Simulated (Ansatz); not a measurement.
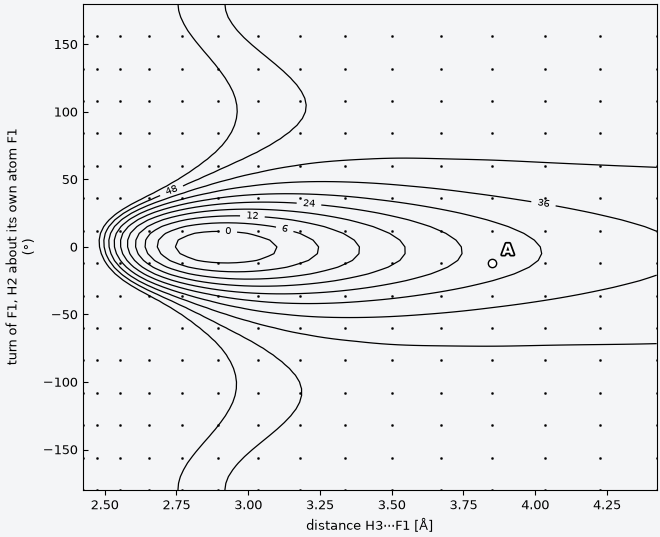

The pair FH···H₂. 
- The turn is about an axis along (−0.95, 0.32, −0.01) in the frame of the relaxed pair, normal to the line between the partners.
- Coordinates scanned: (1) distance H3···F1; (2) turn of F1, H2 about its own atom F1.
- Grid: 15 × 15 points.
- Points are written as (first, second).
- All energies are given in meV relative to the lowest grid point.
- Computed with RKS B3LYP-D4/def2-TZVPD in Ansatz.

In the figure: contour lines labelled in meV (none above 54), dots at the grid points, the point A. Between grid points the surface is interpolated.

Q: Is A at rest? If not, where is it pushed?

A: A, at (3.850 Å, −12°), is not a stationary point. The computed force is 21 meV for each Å towards smaller values of distance H3···F1 and 0.14 meV for each degree towards larger values of the second coordinate.
